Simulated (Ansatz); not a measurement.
# BH+ (quartet): from Hartree-Fock to the top rungs, cc-pVQZ

Aim: climb from Hartree-Fock through coupled cluster for BH+ (quartet) at one geometry and basis, and see what each rung misses.

Computed with Ansatz 0.2.0, Gaussian basis. Level: cc-pVQZ, core rule «outside noble gas», up to 1 orbitals frozen.

The runs, in order: UHF; CCSD(T) on ROHF; CCSD(T) on UHF; BCCD(T) on ROHF; CCSDT on ROHF; CCSDT on UHF; Full CI.

22 further runs of the same task are left out: 4 for a known fault of the program, 3 that didn't finish, 15 set aside as unsound or not needed.

## 1. What is computed

The geometry is a PBE0/def2-TZVP stationary point (not a proven minimum) of the parent state, kept for this charge and spin.

2 atoms, charge 1, spin multiplicity 4.

Atoms are counted from 1 here; the program's logs count them from 0.

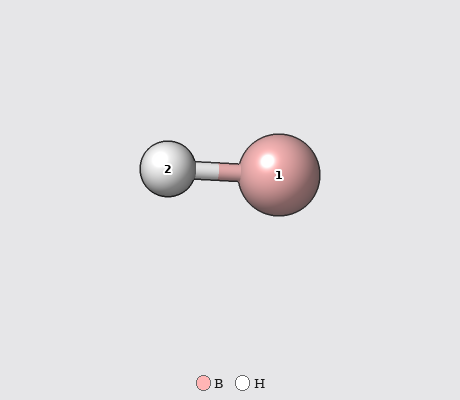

The geometry (boron pink, hydrogen white); atoms are numbered from 1 in the order of the file.

## 2. UHF

File in.yaml:

```yaml
crystal:
  periodic: [false, false, false]
  atoms:
    - {symbol: B, position_ang: [0.000000, 0.000000, 0.000000]}
    - {symbol: H, position_ang: [0.000000, 0.000000, 1.194000]}
basis:
  gaussian: {orbitals: cc-pVQZ}
total_charge: 1
magnetization: {spin_polarized: true, initial_magnetization: 3}
hamiltonian: {xc: hf}
output: {orbitals: {seedname: orbitals}}
```

Command:

```sh
$ ansatz run in.yaml --threads 1 --pin off --events-out ev --progress --plain --max-ram 2393MiB
```

After this run come: CCSD(T) on ROHF; CCSD(T) on UHF; BCCD(T) on ROHF; CCSDT on ROHF; CCSDT on UHF; Full CI.

Before running them: what should the planned runs give, taken together? Wanted: FCI below the RHF energy; RMP2 from FCI; UMP2 from FCI; RCCSD from FCI; RCCSD(T) from FCI; UCCSD(T) from FCI; T1 diagnostic; effectively unpaired electrons.

**Answer**, as computed:

| quantity | value |
| --- | --- |
| FCI below the RHF energy | -0.3812 eV |
| RMP2 from FCI | +10.4 kJ/mol |
| UMP2 from FCI | +10.3 kJ/mol |
| RCCSD from FCI | +0.2 kJ/mol |
| RCCSD(T) from FCI | 0.0 kJ/mol |
| UCCSD(T) from FCI | -0.1 kJ/mol |
| levels within 1 kcal/mol (43 meV) | RCCSD, UCCSD, RCCSD(T), UCCSD(T), BCCD(T), RCCSDT, UCCSDT |
| T1 diagnostic | 0.004 |
| effectively unpaired electrons | 3.00 |

RCCSD(T) misses by 0.0 kJ/mol, 0.1 % of the correlation energy. One determinant dominates. These misses are within one basis, not against nature; the frozen cores of restricted and unrestricted runs differ, which can shift their rows.
